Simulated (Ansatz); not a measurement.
**HgS: pressure series**

The parent structure is HgS in the zinc blende structure (space group F-43m, No. 216).

```
HgS
1.0
    0.00000     2.93793     2.93793
    2.93793     0.00000     2.93793
    2.93793     2.93793     0.00000
Hg S
1 1
Direct
  0.00000   0.00000   0.00000
  0.25000   0.25000   0.25000
```

Cell and atoms are relaxed at each pressure.

All numbers come from Kohn–Sham DFT with the PBEsol functional, run in Ansatz (a program for electronic structure) with PAW and 420 eV plane waves, no spin-orbit coupling.

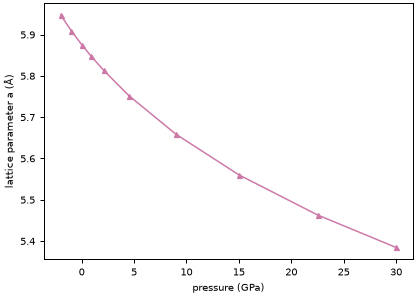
Figure: Lattice parameter a against pressure

```
pressure (GPa)  lattice parameter a
--------------  -------------------
-2                          5.947 Å
-1                          5.910 Å
0.9                         5.848 Å
2.1                         5.813 Å
4.5                         5.752 Å
9                           5.659 Å
15                          5.560 Å
22.5                        5.463 Å
30                          5.384 Å
```

A case with no gap was solved on a k-mesh chosen for an insulator, which is coarse for it. Load acts through the strain it causes; cell and atoms are relaxed under it. Whether these cells are dynamically stable was not tested. Tetrahedral semiconductors of this kind turn to denser phases somewhere between about 1 and 50 GPa; those were not computed, so compressed cells here can lie past the real transition. All final runs are without spin polarisation.
